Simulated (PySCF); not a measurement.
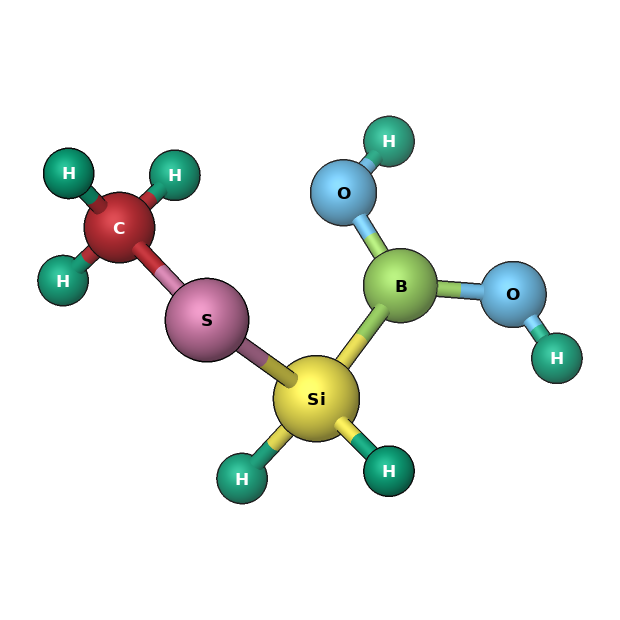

Rendered structure (ball-and-stick style). Every bond is drawn as one stick, whatever its order.

The geometry was computed by an optimisation with GFN2-xTB. No frequency run is at hand to confirm it as a minimum.

What is the molecular formula?

Answer. CH7BO2SSi, 13 atoms: 1 carbon, 7 hydrogen, 1 boron, 2 oxygen, 1 sulfur and 1 silicon.

Name functional groups in it.

Answer. Among them: Si–H bond.

Count the bonded pairs by element.

Answer. 3 C–H, 2 B–O, 2 Si–H, 2 O–H, 1 C–S, 1 S–Si, 1 B–Si.

Give a SMILES string for it.

Answer. CS[SiH2]B(O)O

More results for the same structure follow; atom numbers are the same in all pictures, views and colours differ.

**Shape**

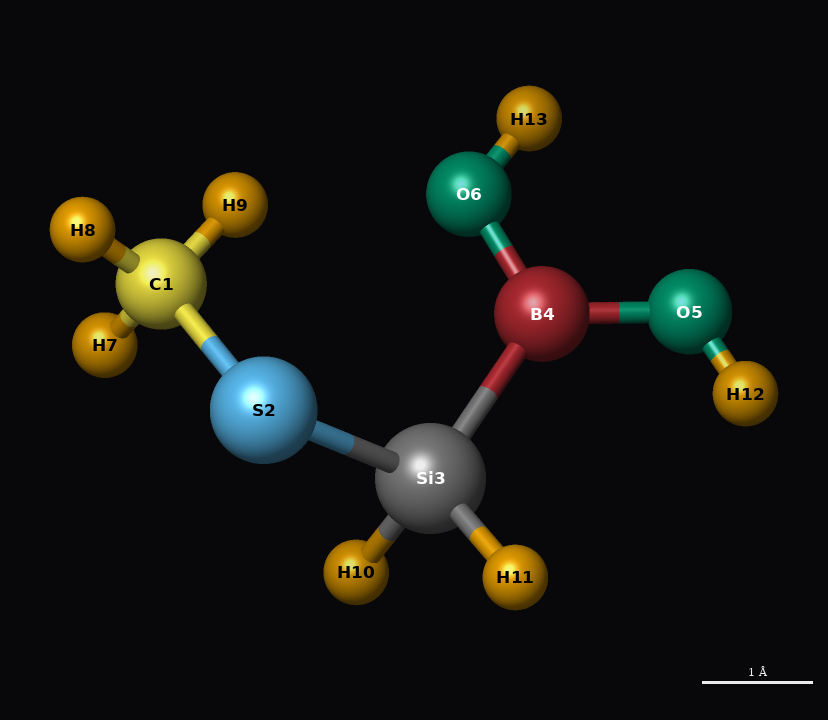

Numbered structure. No frequency run is at hand to confirm it as a minimum.

Describe the coordination of atom 6.

Answer. O6 has 2 neighbours (B4 at 1.35, H13 at 0.96 Å); the arrangement is bent.

Describe the coordination of atom 4.

Answer. B4 has 3 neighbours (Si3 at 1.98, O5 at 1.36, O6 at 1.35 Å); the arrangement is trigonal planar.

What is the geometry at S2?

Answer. S2 has 2 neighbours (C1 at 1.82, Si3 at 2.16 Å); the arrangement is bent.

What is the geometry at C1?

Answer. C1 has 4 neighbours (S2 at 1.82, H7 at 1.09, H8 at 1.08, H9 at 1.08 Å); the arrangement is tetrahedral.

What is the dihedral angle S2–Si3–B4–O6?

Answer. 44° in size, that is gauche.

**Dipole moment**

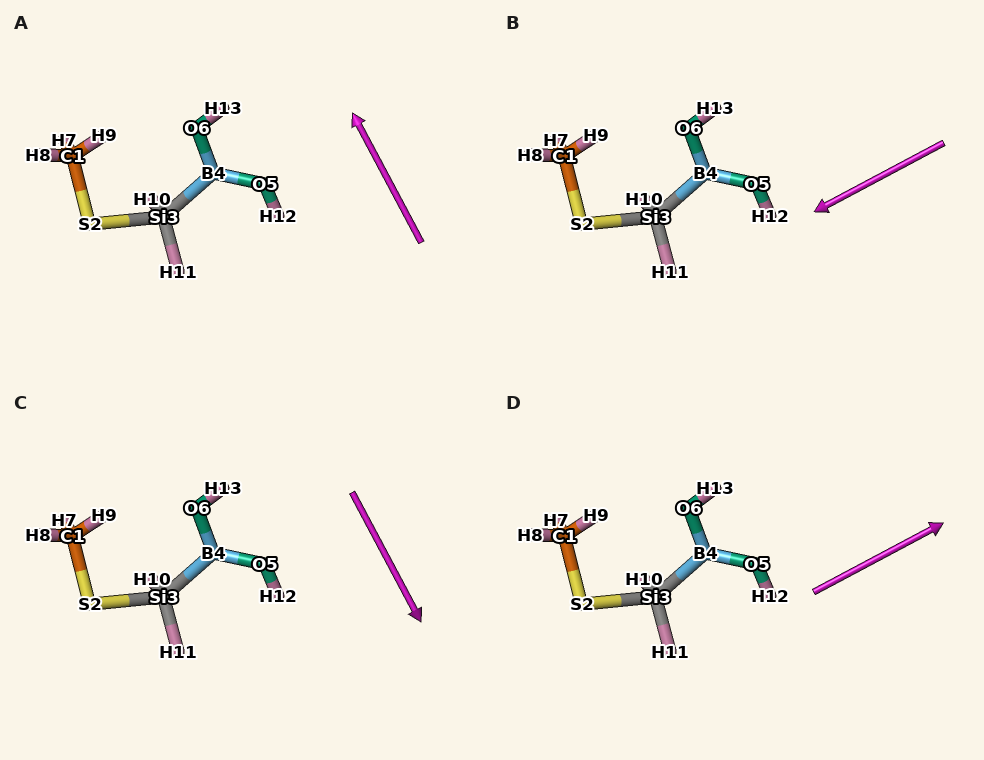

The same molecule four times, each with an arrow. No frequency run is at hand to confirm it as a minimum. Level of theory: PBE0/def2-SVPD, gas phase (PySCF 2.14.0).

Which arrow points along the dipole moment, from the negative to the positive end?

Answer. D. The dipole moment is 2.63 D; it points from the side of H8 to the side of O5, H12, H13 (the outermost atoms at the two ends).

**NMR shielding**

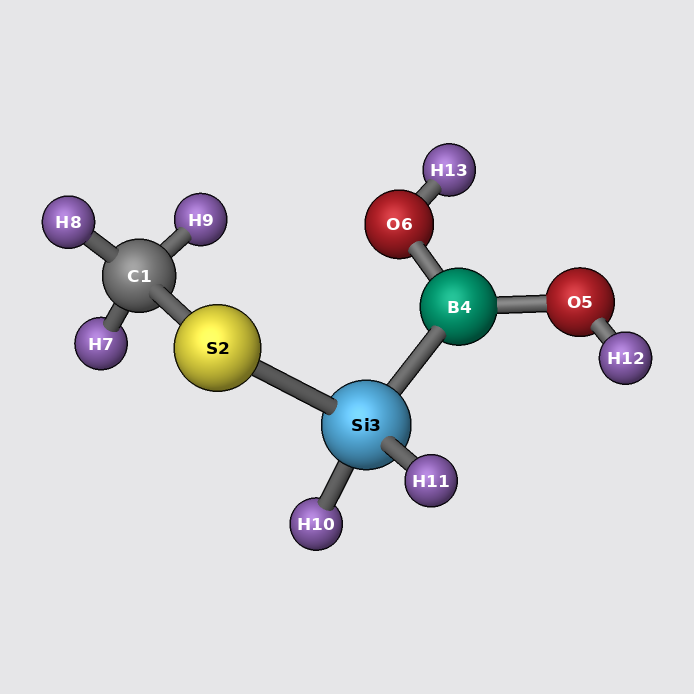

No frequency run is at hand to confirm it as a minimum. Method: GIAO PBE0/pcSseg-1 NMR shielding, non-relativistic, gas phase (PySCF 2.14.0). Principal shieldings σ11 ≤ σ22 ≤ σ33, span Ω = σ33 − σ11, skew κ = 3(σiso − σ22)/Ω.

Give the shielding tensors of the S atoms.

| atom | σ11 | σ22 | σ33 | σiso | Ω | κ |
| --- | --- | --- | --- | --- | --- | --- |
| S2 | 626.6 | 663.3 | 953.5 | 747.8 | 326.9 | 0.78 |

Shieldings and span in ppm.

**Polarisability**

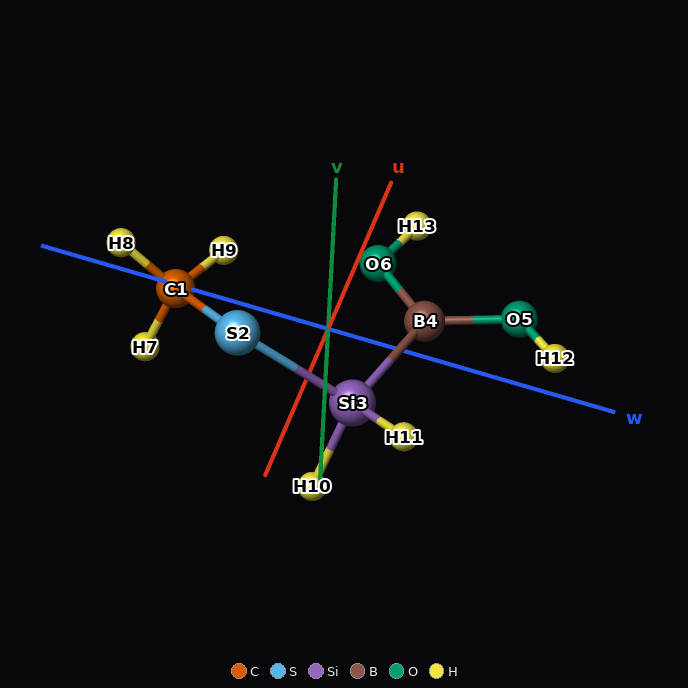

The lines u, v and w are the principal axes of the static dipole polarisability. No frequency run is at hand to confirm it as a minimum. Level of theory: PBE0/def2-SVPD (PySCF 2.14.0).

Along which axis is the molecule most polarisable, and along which least?

Answer. Most along w (close to the long direction C1···O5), least along u.

Give the three principal values.

Answer. u 69.1, v 84.5, w 98.7 bohr³; mean 84.1, anisotropy 25.7 bohr³.

The geometry is semi-empirical. Around B, Si such bond lengths and angles can be off by a tenth of an ångström or more and by several degrees, and values that hang on the shape move with them.
